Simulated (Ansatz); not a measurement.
# SiH₃+ (singlet): B2PLYP, RKS PBE0, RPA-PBE over a scan of the scale of all distances, cc-pVDZ, part 2 of 2

Ansatz 0.2.0, Gaussian basis; cc-pVDZ, all electrons in the functionals, frozen cores in the correlation of double hybrids and RPA. The steps go on from the part before.

## (12) RKS PBE0, 2.027

The input, in.yaml:

```yaml
crystal:
  periodic: [false, false, false]
  atoms:
    - {symbol: Si, position_ang: [0.000000, 0.000000, 0.000000]}
    - {symbol: H, position_ang: [2.983628, 0.028838, -0.000195]}
    - {symbol: H, position_ang: [-1.516789, 2.569472, -0.005888]}
    - {symbol: H, position_ang: [-1.466839, -2.598310, 0.006083]}
basis:
  gaussian: {orbitals: cc-pVDZ}
total_charge: 1
hamiltonian: {xc: {name: PBE0}}
```

Command:

```
> ansatz run in.yaml --threads 1 --pin off --events-out ev --progress --plain --max-ram 2393MiB
```

The program printed:

```text
Functional definition: PBE0
  name "PBE0"
  cite "Adamo & Barone, J. Chem. Phys. 110, 6158 (1999) doi:10.1063/1.478522"
  cite "Perdew, Burke & Ernzerhof, Phys. Rev. Lett. 77, 3865 (1996) doi:10.1103/PhysRevLett.77.3865"
  parent pbe
  parameter a = 0.25
  parameter kappa = 0.804
  parameter beta = 0.06672455060314922
  exchange = (1 - a)*pbe_x(kappa = kappa, mu = beta*pi^2/3) + a*exact_x
  correlation = pbe_c(beta = beta)
317 factors; integrals over basis functions are off by at most 4.5e-4 eV
mean field evaluation 1: about -7901.9725 eV, gradient 2.7e0 eV
mean field evaluation 2: about -7901.8399 eV, gradient 4.8e0 eV
mean field evaluation 4: about -7902.0158 eV, gradient 3.5e-1 eV
mean field evaluation 8: about -7902.0144 eV, gradient 6.6e-3 eV
mean field -7902.01436587 eV, -290.3936717678 hartree, gradient 4.7e-5 eV, S^2 0.000000; 0 other end points of the search recorded, 0 dependent functions left out
reference -7902.01439222 eV, -290.3936727362 hartree; 8, 8 occupied and 25, 25 virtual orbitals, 317 factors
Total energy: -7902.01439222 eV, -290.3936727362 hartree
```

Wall time 0.33 s (1 thread of Arm Neoverse V2, shared host).

## (13) RKS PBE0, 2.360

The input, in.yaml:

```yaml
crystal:
  periodic: [false, false, false]
  atoms:
    - {symbol: Si, position_ang: [0.000000, 0.000000, 0.000000]}
    - {symbol: H, position_ang: [3.473785, 0.033576, -0.000227]}
    - {symbol: H, position_ang: [-1.765971, 2.991590, -0.006856]}
    - {symbol: H, position_ang: [-1.707815, -3.025166, 0.007082]}
basis:
  gaussian: {orbitals: cc-pVDZ}
total_charge: 1
hamiltonian: {xc: {name: PBE0}}
```

The command is unchanged.

The program printed:

```text
Functional definition: PBE0
  name "PBE0"
  cite "Adamo & Barone, J. Chem. Phys. 110, 6158 (1999) doi:10.1063/1.478522"
  cite "Perdew, Burke & Ernzerhof, Phys. Rev. Lett. 77, 3865 (1996) doi:10.1103/PhysRevLett.77.3865"
  parent pbe
  parameter a = 0.25
  parameter kappa = 0.804
  parameter beta = 0.06672455060314922
  exchange = (1 - a)*pbe_x(kappa = kappa, mu = beta*pi^2/3) + a*exact_x
  correlation = pbe_c(beta = beta)
320 factors; integrals over basis functions are off by at most 2.2e-4 eV
mean field evaluation 1: about -7900.2830 eV, gradient 1.6e0 eV
mean field evaluation 2: about -7900.2949 eV, gradient 5.3e-1 eV
mean field evaluation 4: about -7900.2965 eV, gradient 2.7e-1 eV
mean field evaluation 8: about -7900.2958 eV, gradient 2.7e-3 eV
mean field -7900.29578734 eV, -290.3305151719 hartree, gradient 6.9e-5 eV, S^2 0.000000; 0 other end points of the search recorded, 0 dependent functions left out
reference -7900.29581863 eV, -290.3305163218 hartree; 8, 8 occupied and 25, 25 virtual orbitals, 320 factors
Total energy: -7900.29581863 eV, -290.3305163218 hartree
```

It took 0.3 s on 1 thread of Arm Neoverse V2, shared host.

## (14) RPA-PBE, 0.864

The input, in.yaml:

```yaml
crystal:
  periodic: [false, false, false]
  atoms:
    - {symbol: Si, position_ang: [0.000000, 0.000000, 0.000000]}
    - {symbol: H, position_ang: [1.271759, 0.012292, -0.000083]}
    - {symbol: H, position_ang: [-0.646525, 1.095226, -0.002510]}
    - {symbol: H, position_ang: [-0.625234, -1.107519, 0.002593]}
basis:
  gaussian: {orbitals: cc-pVDZ}
total_charge: 1
hamiltonian: {xc: {name: PBE}}
correlation: {method: rpa, electrons: outside_noble_gas}
```

The command is unchanged.

The program printed:

```text
Functional definition: PBE
  name "PBE"
  cite "Perdew, Burke & Ernzerhof, Phys. Rev. Lett. 77, 3865 (1996) doi:10.1103/PhysRevLett.77.3865"
  parent pbe
  parameter kappa = 0.804
  parameter beta = 0.06672455060314922
  exchange = pbe_x(kappa = kappa, mu = beta*pi^2/3)
  correlation = pbe_c(beta = beta)
311 factors; integrals over basis functions are off by at most 1.3e-3 eV
mean field evaluation 1: about -7909.1686 eV, gradient 1.6e1 eV
mean field evaluation 2: about -7909.1637 eV, gradient 1.6e1 eV
mean field evaluation 4: about -7910.1754 eV, gradient 2.8e-1 eV
mean field evaluation 8: about -7910.1754 eV, gradient 1.8e-4 eV
mean field -7910.17536236 eV, -290.6935828573 hartree, gradient 6.9e-7 eV, S^2 0.000000; 0 other end points of the search recorded, 0 dependent functions left out
5 core orbitals not correlated: weight in the atoms' cores, before any rotation towards them, 1.000 or more for the frozen orbitals, at most 0.000 for the correlated occupied ones
reference -7898.90461747 eV, -290.2793906221 hartree; 3, 3 occupied and 25, 25 virtual orbitals, 311 factors
Total energy: -7904.04558913 eV, -290.4683178460 hartree
```

Wall time 0.45 s (1 thread of Arm Neoverse V2, shared host).

## (15) RPA-PBE, 1.000

The input, in.yaml:

```yaml
crystal:
  periodic: [false, false, false]
  atoms:
    - {symbol: Si, position_ang: [0.000000, 0.000000, 0.000000]}
    - {symbol: H, position_ang: [1.471943, 0.014227, -0.000096]}
    - {symbol: H, position_ang: [-0.748293, 1.267623, -0.002905]}
    - {symbol: H, position_ang: [-0.723650, -1.281850, 0.003001]}
basis:
  gaussian: {orbitals: cc-pVDZ}
total_charge: 1
hamiltonian: {xc: {name: PBE}}
correlation: {method: rpa, electrons: outside_noble_gas}
```

Same command.

The program printed:

```text
Functional definition: PBE
  name "PBE"
  cite "Perdew, Burke & Ernzerhof, Phys. Rev. Lett. 77, 3865 (1996) doi:10.1103/PhysRevLett.77.3865"
  parent pbe
  parameter kappa = 0.804
  parameter beta = 0.06672455060314922
  exchange = pbe_x(kappa = kappa, mu = beta*pi^2/3)
  correlation = pbe_c(beta = beta)
311 factors; integrals over basis functions are off by at most 1.2e-3 eV
mean field evaluation 1: about -7911.3955 eV, gradient 1.2e1 eV
mean field evaluation 2: about -7911.3901 eV, gradient 1.2e1 eV
mean field evaluation 4: about -7912.0326 eV, gradient 1.7e-1 eV
mean field evaluation 8: about -7912.0324 eV, gradient 2.3e-4 eV
mean field -7912.03239213 eV, -290.7618274424 hartree, gradient 3.4e-7 eV, S^2 0.000000; 0 other end points of the search recorded, 0 dependent functions left out
5 core orbitals not correlated: weight in the atoms' cores, before any rotation towards them, 1.000 or more for the frozen orbitals, at most 0.000 for the correlated occupied ones
reference -7900.45709438 eV, -290.3364430964 hartree; 3, 3 occupied and 25, 25 virtual orbitals, 311 factors
Total energy: -7905.75128645 eV, -290.5310010664 hartree
```

It took 0.45 s on 1 thread of Arm Neoverse V2, shared host.

## (16) RPA-PBE, 1.118

The input, in.yaml:

```yaml
crystal:
  periodic: [false, false, false]
  atoms:
    - {symbol: Si, position_ang: [0.000000, 0.000000, 0.000000]}
    - {symbol: H, position_ang: [1.645632, 0.015906, -0.000107]}
    - {symbol: H, position_ang: [-0.836591, 1.417202, -0.003248]}
    - {symbol: H, position_ang: [-0.809041, -1.433108, 0.003355]}
basis:
  gaussian: {orbitals: cc-pVDZ}
total_charge: 1
hamiltonian: {xc: {name: PBE}}
correlation: {method: rpa, electrons: outside_noble_gas}
```

The command is unchanged.

The program printed:

```text
Functional definition: PBE
  name "PBE"
  cite "Perdew, Burke & Ernzerhof, Phys. Rev. Lett. 77, 3865 (1996) doi:10.1103/PhysRevLett.77.3865"
  parent pbe
  parameter kappa = 0.804
  parameter beta = 0.06672455060314922
  exchange = pbe_x(kappa = kappa, mu = beta*pi^2/3)
  correlation = pbe_c(beta = beta)
314 factors; integrals over basis functions are off by at most 1.4e-3 eV
mean field evaluation 1: about -7911.1574 eV, gradient 9.3e0 eV
mean field evaluation 2: about -7911.1508 eV, gradient 9.3e0 eV
mean field evaluation 4: about -7911.5763 eV, gradient 3.2e-1 eV
mean field evaluation 8: about -7911.5763 eV, gradient 1.6e-4 eV
mean field -7911.57634755 eV, -290.7450681135 hartree, gradient 6.1e-7 eV, S^2 0.000000; 0 other end points of the search recorded, 0 dependent functions left out
5 core orbitals not correlated: weight in the atoms' cores, before any rotation towards them, 1.000 or more for the frozen orbitals, at most 0.000 for the correlated occupied ones
reference -7899.60338753 eV, -290.3050699484 hartree; 3, 3 occupied and 25, 25 virtual orbitals, 314 factors
Total energy: -7905.15198371 eV, -290.5089770970 hartree
```

Run time: 0.48 s. Hardware: 1 thread of Arm Neoverse V2, shared host.

From 1.000: +13.8 kcal/mol.

## (17) RPA-PBE, 1.295

The input, in.yaml:

```yaml
crystal:
  periodic: [false, false, false]
  atoms:
    - {symbol: Si, position_ang: [0.000000, 0.000000, 0.000000]}
    - {symbol: H, position_ang: [1.906166, 0.018424, -0.000124]}
    - {symbol: H, position_ang: [-0.969039, 1.641572, -0.003762]}
    - {symbol: H, position_ang: [-0.937127, -1.659996, 0.003886]}
basis:
  gaussian: {orbitals: cc-pVDZ}
total_charge: 1
hamiltonian: {xc: {name: PBE}}
correlation: {method: rpa, electrons: outside_noble_gas}
```

Launched as before.

The program printed:

```text
Functional definition: PBE
  name "PBE"
  cite "Perdew, Burke & Ernzerhof, Phys. Rev. Lett. 77, 3865 (1996) doi:10.1103/PhysRevLett.77.3865"
  parent pbe
  parameter kappa = 0.804
  parameter beta = 0.06672455060314922
  exchange = pbe_x(kappa = kappa, mu = beta*pi^2/3)
  correlation = pbe_c(beta = beta)
317 factors; integrals over basis functions are off by at most 2.0e-3 eV
mean field evaluation 1: about -7909.3422 eV, gradient 6.5e0 eV
mean field evaluation 2: about -7909.3359 eV, gradient 6.5e0 eV
mean field evaluation 4: about -7909.5451 eV, gradient 1.7e0 eV
mean field evaluation 8: about -7909.5588 eV, gradient 1.4e-3 eV
mean field -7909.55883470 eV, -290.6709258838 hartree, gradient 1.7e-6 eV, S^2 0.000000; 0 other end points of the search recorded, 0 dependent functions left out
5 core orbitals not correlated: weight in the atoms' cores, before any rotation towards them, 1.000 or more for the frozen orbitals, at most 0.000 for the correlated occupied ones
reference -7896.83525627 eV, -290.2033430008 hartree; 3, 3 occupied and 25, 25 virtual orbitals, 317 factors
Total energy: -7902.95540636 eV, -290.4282543681 hartree
```

It took 0.45 s on 1 thread of Arm Neoverse V2, shared host.

From 1.000: +64.5 kcal/mol.

## (18) RPA-PBE, 1.500

The input, in.yaml:

```yaml
crystal:
  periodic: [false, false, false]
  atoms:
    - {symbol: Si, position_ang: [0.000000, 0.000000, 0.000000]}
    - {symbol: H, position_ang: [2.207914, 0.021341, -0.000144]}
    - {symbol: H, position_ang: [-1.122439, 1.901434, -0.004357]}
    - {symbol: H, position_ang: [-1.085475, -1.922775, 0.004502]}
basis:
  gaussian: {orbitals: cc-pVDZ}
total_charge: 1
magnetization: {spin_polarized: true, initial_magnetization: 0}
hamiltonian: {xc: {name: PBE}}
correlation: {method: rpa, electrons: outside_noble_gas}
```

The command is unchanged.

The program printed:

```text
Functional definition: PBE
  name "PBE"
  cite "Perdew, Burke & Ernzerhof, Phys. Rev. Lett. 77, 3865 (1996) doi:10.1103/PhysRevLett.77.3865"
  parent pbe
  parameter kappa = 0.804
  parameter beta = 0.06672455060314922
  exchange = pbe_x(kappa = kappa, mu = beta*pi^2/3)
  correlation = pbe_c(beta = beta)
314 factors; integrals over basis functions are off by at most 1.8e-3 eV
mean field evaluation 1: about -7906.7847 eV, gradient 3.8e0 eV
mean field evaluation 2: about -7906.7807 eV, gradient 3.8e0 eV
mean field evaluation 4: about -7906.9199 eV, gradient 1.2e0 eV
mean field evaluation 8: about -7906.9368 eV, gradient 4.9e-3 eV
mean field evaluation 16: about -7906.9340 eV, gradient 1.8e-1 eV
mean field -7906.93676275 eV, -290.5745665167 hartree, gradient 9.4e-6 eV, S^2 0.000000; 2 other end points of the search recorded, 0 dependent functions left out
5 core orbitals not correlated: weight in the atoms' cores, before any rotation towards them, 1.000 or more for the frozen orbitals, at most 0.000 for the correlated occupied ones
reference -7893.23173736 eV, -290.0709161235 hartree; 3, 3 occupied and 25, 25 virtual orbitals, 314 factors
Total energy: -7900.29024763 eV, -290.3303115912 hartree
```

It took 0.69 s on 1 thread of Arm Neoverse V2, shared host.

From the report: ⟨S²⟩ of the determinant 0.000 (pure singlet: 0.00).

From 1.000: +125.9 kcal/mol.

## (19) RPA-PBE, 1.757

The input, in.yaml:

```yaml
crystal:
  periodic: [false, false, false]
  atoms:
    - {symbol: Si, position_ang: [0.000000, 0.000000, 0.000000]}
    - {symbol: H, position_ang: [2.586204, 0.024997, -0.000169]}
    - {symbol: H, position_ang: [-1.314750, 2.227214, -0.005104]}
    - {symbol: H, position_ang: [-1.271453, -2.252211, 0.005273]}
basis:
  gaussian: {orbitals: cc-pVDZ}
total_charge: 1
magnetization: {spin_polarized: true, initial_magnetization: 0}
hamiltonian: {xc: {name: PBE}}
correlation: {method: rpa, electrons: outside_noble_gas}
```

Same command.

The program printed:

```text
Functional definition: PBE
  name "PBE"
  cite "Perdew, Burke & Ernzerhof, Phys. Rev. Lett. 77, 3865 (1996) doi:10.1103/PhysRevLett.77.3865"
  parent pbe
  parameter kappa = 0.804
  parameter beta = 0.06672455060314922
  exchange = pbe_x(kappa = kappa, mu = beta*pi^2/3)
  correlation = pbe_c(beta = beta)
311 factors; integrals over basis functions are off by at most 1.6e-3 eV
mean field evaluation 1: about -7904.0983 eV, gradient 4.1e0 eV
mean field evaluation 2: about -7904.0954 eV, gradient 4.1e0 eV
mean field evaluation 4: about -7904.2758 eV, gradient 9.7e-1 eV
mean field evaluation 8: about -7904.2891 eV, gradient 8.7e-3 eV
mean field evaluation 16: about -7904.3581 eV, gradient 5.1e-1 eV
mean field evaluation 32: about -7904.5335 eV, gradient 1.4e-1 eV
mean field evaluation 64: about -7904.5225 eV, gradient 4.3e-1 eV
mean field evaluation 96: about -7903.0000 eV, gradient 1.8e0 eV
mean field evaluation 128: about -7904.3755 eV, gradient 1.3e0 eV
mean field evaluation 160: about -7901.3117 eV, gradient 2.2e0 eV
mean field -7904.53492209 eV, -290.4863005007 hartree, gradient 1.6e-6 eV, S^2 0.892737; 15 other end points of the search recorded, 0 dependent functions left out
5 core orbitals not correlated: weight in the atoms' cores, before any rotation towards them, 1.000 or more for the frozen orbitals, at most 0.000 for the correlated occupied ones
reference -7891.72806313 eV, -290.0156571145 hartree; 3, 3 occupied and 25, 25 virtual orbitals, 311 factors
Total energy: -7897.82363302 eV, -290.2396651765 hartree
```

It took 3.7 s on 1 thread of Arm Neoverse V2, shared host.

From the report: ⟨S²⟩ of the determinant 0.893 (pure singlet: 0.00). The determinant is far from a pure spin state, so its energy mixes those of several spin states (harmless only where they are near-degenerate, as at dissociation).

From 1.000: +182.8 kcal/mol.

## (20) RPA-PBE, 2.027

The input, in.yaml:

```yaml
crystal:
  periodic: [false, false, false]
  atoms:
    - {symbol: Si, position_ang: [0.000000, 0.000000, 0.000000]}
    - {symbol: H, position_ang: [2.983628, 0.028838, -0.000195]}
    - {symbol: H, position_ang: [-1.516789, 2.569472, -0.005888]}
    - {symbol: H, position_ang: [-1.466839, -2.598310, 0.006083]}
basis:
  gaussian: {orbitals: cc-pVDZ}
total_charge: 1
magnetization: {spin_polarized: true, initial_magnetization: 0}
hamiltonian: {xc: {name: PBE}}
correlation: {method: rpa, electrons: outside_noble_gas}
```

Launched as before.

The program printed:

```text
Functional definition: PBE
  name "PBE"
  cite "Perdew, Burke & Ernzerhof, Phys. Rev. Lett. 77, 3865 (1996) doi:10.1103/PhysRevLett.77.3865"
  parent pbe
  parameter kappa = 0.804
  parameter beta = 0.06672455060314922
  exchange = pbe_x(kappa = kappa, mu = beta*pi^2/3)
  correlation = pbe_c(beta = beta)
317 factors; integrals over basis functions are off by at most 4.5e-4 eV
mean field evaluation 1: about -7902.1904 eV, gradient 4.2e0 eV
mean field evaluation 2: about -7902.1875 eV, gradient 4.2e0 eV
mean field evaluation 4: about -7902.2728 eV, gradient 3.0e0 eV
mean field evaluation 8: about -7902.4054 eV, gradient 4.9e-1 eV
mean field evaluation 16: about -7902.4093 eV, gradient 2.5e-6 eV
mean field evaluation 32: about -7903.4984 eV, gradient 4.8e-4 eV
mean field evaluation 64: about -7903.4984 eV, gradient 3.3e-5 eV
mean field evaluation 96: about -7898.0257 eV, gradient 8.9e0 eV
mean field evaluation 128: about -7903.4941 eV, gradient 1.2e-1 eV
mean field evaluation 160: about -7899.7934 eV, gradient 8.4e0 eV
mean field evaluation 192: about -7903.2319 eV, gradient 1.9e0 eV
mean field evaluation 224: about -7896.6938 eV, gradient 1.3e1 eV
mean field evaluation 256: about -7902.9929 eV, gradient 8.7e-1 eV
mean field -7903.49837469 eV, -290.4482080861 hartree, gradient 1.5e-6 eV, S^2 1.621633; 20 other end points of the search recorded, 0 dependent functions left out
5 core orbitals not correlated: weight in the atoms' cores, before any rotation towards them, 1.000 or more for the frozen orbitals, at most 0.000 for the correlated occupied ones
reference -7892.27003799 eV, -290.0355743234 hartree; 3, 3 occupied and 25, 25 virtual orbitals, 317 factors
Total energy: -7896.91979802 eV, -290.2064498529 hartree
```

Run time: 5.5 s. Hardware: 1 thread of Arm Neoverse V2, shared host.

From the report: ⟨S²⟩ of the determinant 1.622 (pure singlet: 0.00). The determinant is far from a pure spin state, so its energy mixes those of several spin states (harmless only where they are near-degenerate, as at dissociation).

From 1.000: +203.7 kcal/mol.

## (21) RPA-PBE, 2.360

The input, in.yaml:

```yaml
crystal:
  periodic: [false, false, false]
  atoms:
    - {symbol: Si, position_ang: [0.000000, 0.000000, 0.000000]}
    - {symbol: H, position_ang: [3.473785, 0.033576, -0.000227]}
    - {symbol: H, position_ang: [-1.765971, 2.991590, -0.006856]}
    - {symbol: H, position_ang: [-1.707815, -3.025166, 0.007082]}
basis:
  gaussian: {orbitals: cc-pVDZ}
total_charge: 1
magnetization: {spin_polarized: true, initial_magnetization: 0}
hamiltonian: {xc: {name: PBE}}
correlation: {method: rpa, electrons: outside_noble_gas}
```

Same command.

The program printed:

```text
Functional definition: PBE
  name "PBE"
  cite "Perdew, Burke & Ernzerhof, Phys. Rev. Lett. 77, 3865 (1996) doi:10.1103/PhysRevLett.77.3865"
  parent pbe
  parameter kappa = 0.804
  parameter beta = 0.06672455060314922
  exchange = pbe_x(kappa = kappa, mu = beta*pi^2/3)
  correlation = pbe_c(beta = beta)
320 factors; integrals over basis functions are off by at most 2.2e-4 eV
mean field evaluation 1: about -7900.7220 eV, gradient 4.6e0 eV
mean field evaluation 2: about -7900.7208 eV, gradient 4.6e0 eV
mean field evaluation 4: about -7897.7740 eV, gradient 1.5e1 eV
mean field evaluation 8: about -7900.9762 eV, gradient 5.1e-3 eV
mean field evaluation 16: about -7901.0684 eV, gradient 6.4e-1 eV
mean field evaluation 32: about -7903.0549 eV, gradient 2.3e-2 eV
mean field evaluation 64: about -7903.0545 eV, gradient 1.9e-2 eV
mean field evaluation 96: about -7903.0548 eV, gradient 1.5e-2 eV
mean field evaluation 128: about -7903.0470 eV, gradient 1.2e-1 eV
mean field evaluation 160: about -7903.0387 eV, gradient 7.4e-5 eV
mean field evaluation 192: about -7903.0529 eV, gradient 3.6e-1 eV
mean field evaluation 224: about -7902.7206 eV, gradient 3.0e0 eV
mean field evaluation 256: about -7903.0376 eV, gradient 2.3e-1 eV
mean field evaluation 288: about -7902.8831 eV, gradient 5.2e-1 eV
mean field evaluation 320: about -7901.6988 eV, gradient 1.3e0 eV
mean field evaluation 352: about -7902.8091 eV, gradient 3.6e0 eV
mean field evaluation 384: about -7903.0545 eV, gradient 1.8e-2 eV
mean field evaluation 416: about -7903.0463 eV, gradient 5.5e-1 eV
mean field evaluation 448: about -7903.0548 eV, gradient 1.5e-2 eV
mean field evaluation 480: about -7898.9077 eV, gradient 6.9e0 eV
mean field evaluation 512: about -7903.0546 eV, gradient 2.1e-2 eV
mean field -7903.05497882 eV, -290.4319135886 hartree, gradient 3.3e-10 eV, S^2 1.997606; 26 other end points of the search recorded, 0 dependent functions left out
5 core orbitals not correlated: weight in the atoms' cores, before any rotation towards them, 1.000 or more for the frozen orbitals, at most 0.000 for the correlated occupied ones
reference -7892.29394910 eV, -290.0364530406 hartree; 3, 3 occupied and 25, 25 virtual orbitals, 320 factors
Total energy: -7896.63840314 eV, -290.1961087816 hartree
```

Wall time 14 s (1 thread of Arm Neoverse V2, shared host).

From the report: ⟨S²⟩ of the determinant 1.998 (pure singlet: 0.00). The determinant is far from a pure spin state, so its energy mixes those of several spin states (harmless only where they are near-degenerate, as at dissociation).

From 1.000: +210.1 kcal/mol.

## (22) The comparison

The yardstick is full CI for this spin, exact in this basis with these frozen cores. It comes from earlier runs at the same points. Energies in kcal/mol, counted from 1.000; blanks weren't run or aren't comparable.

| level | 0.864 | 1.000 | 1.118 | 1.295 | 1.500 | 1.757 | 2.027 | 2.360 |
| --- | --- | --- | --- | --- | --- | --- | --- | --- |
| FCI | 38.3 | 0.0 | 14.9 | 66.6 | 127.1 | 174.8 | 196.6 | 206.4 |
| B2PLYP | 37.9 | 0.0 | 15.2 | 68.8 | 139.3 | 188.5 | 205.6 | 213.1 |
| RKS PBE0 | 40.4 | 0.0 | 13.5 | 65.4 | 132.8 | 202.0 | 252.3 | 292.0 |
| RPA-PBE | 39.3 | 0.0 | 13.8 | 64.5 | 125.9 | 182.8 | 203.7 | 210.1 |

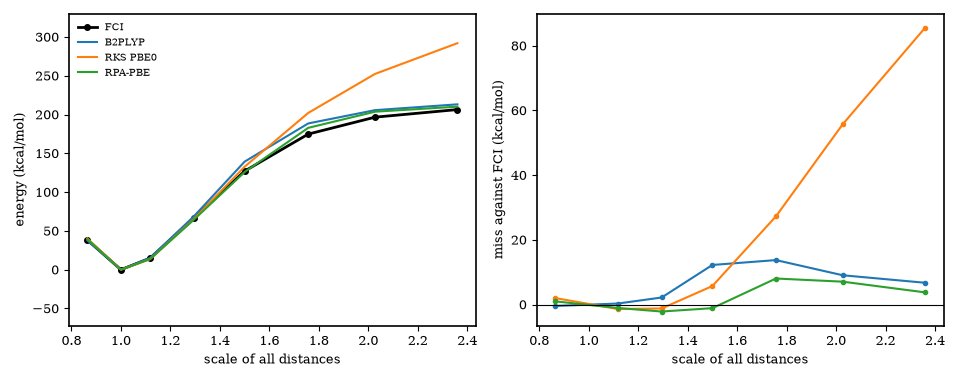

Left: the curves (the axis may cut off levels that run far away). Right: misses against FCI, in the same colours.

Largest miss and mean time a point (FCI took 12 s a point; shared hosts):

| level | largest miss (kcal/mol) | where | time a point |
| --- | --- | --- | --- |
| B2PLYP | +13.7 | 1.757 | 1.7 s |
| RKS PBE0 | +85.6 | 2.360 | 0.33 s |
| RPA-PBE | +8.0 | 1.757 | 3.2 s |

## (23) What came out

What follows sums up all 2 parts.

| quantity | value |
| --- | --- |
| span of the FCI curve | 206.4 kcal/mol |
| largest miss, B2PLYP | +13.7 kcal/mol (1.757) |
| largest miss, RKS PBE0 | +85.6 kcal/mol (2.360) |
| largest miss, RPA-PBE | +8.0 kcal/mol (1.757) |

**Reading.** Misses are known at 7 of 7 points at best, and only functionals with that many are ranked. Of the functionals, RPA-PBE keep the smallest largest miss at the points compared (at most 8.0 kcal/mol) and RKS PBE0 strays most (85.6 kcal/mol, at 2.360). B2PLYP, RPA-PBE clearly break the spin symmetry at some points (⟨S²⟩ up to 2.00 above the pure value), so energy there is bought with a mixed spin. Functionals and the yardstick converge differently with the basis, so part of each miss in cc-pVDZ is the basis.
